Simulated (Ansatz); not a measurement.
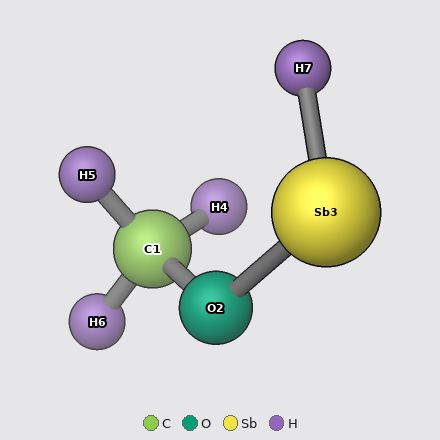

The system is CH4OSb, SMILES C[O][SbH], spin multiplicity 2; the picture shows the reference structure. The first coordinate is: bond length C1–O2; the second: bond length C1–H5. Nothing is relaxed (all other coordinates rigid). The scan uses a 7 × 7 grid. Points are written as (first, second). Energies are in kJ/mol, from the lowest grid point. Theory: UKS PBE0-D4/def2-TZVP (Ansatz).

Its coordinates:

```yaml
atoms:
  - { symbol: C, position_ang: [-0.4664, 0.6387, -0.1474] }
  - { symbol: O, position_ang: [-0.7268, -0.5690, 0.5247] }
  - { symbol: Sb, position_ang: [0.6335, -1.9681, 0.7066] }
  - { symbol: H, position_ang: [-0.2074, 0.4747, -1.2005] }
  - { symbol: H, position_ang: [0.3486, 1.2027, 0.3222] }
  - { symbol: H, position_ang: [-1.3738, 1.2478, -0.1073] }
  - { symbol: H, position_ang: [1.8536, -1.0947, -0.1439] }
```

Range: bond length C1–O2 from 1.181 to 1.828 Å; bond length C1–H5 from 0.921 to 1.426 Å.

Q: What will the energy surface look like?

A: The lowest grid point is at (1.397 Å, 1.089 Å). It is the only kind of minimum in the scanned range. The highest grid point, (1.828 Å, 1.426 Å), lies 253 kJ/mol above the lowest. Round the minimum the two coordinates are weakly coupled (coupling 0.05 in units of the two stiffnesses).

```tsv
bond length C1–H5 ↓, bond length C1–O2 →	1.181	1.289	1.397	1.505	1.613	1.721	1.828
1.426	206	112	92	111	151	201	253
1.342	179	81	59	76	115	164	216
1.258	155	54	29	45	83	131	182
1.174	140	35	8	22	59	107	158
1.089	137	30	0	13	50	97	147
1.005	157	47	16	28	64	110	160
0.921	214	101	68	80	115	162	212
```

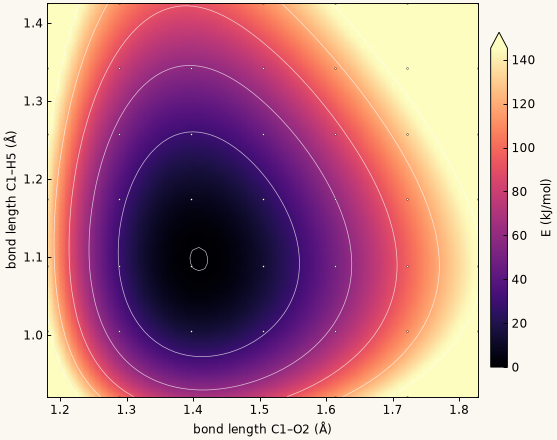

The picture shows a smooth colour map with a few white contour lines, dots at the grid points, one colour for all values above the top of the scale. Between grid points the surface is interpolated.

Each point was launched as `ansatz run input.yaml --threads 1 --pin off --max-ram 2560MiB --backend cpu --events-out ev --progress --plain --runs-dir out`. Time for the 49 points that were run: 9.5 min on 1 thread of Arm Neoverse V2, on a shared host.
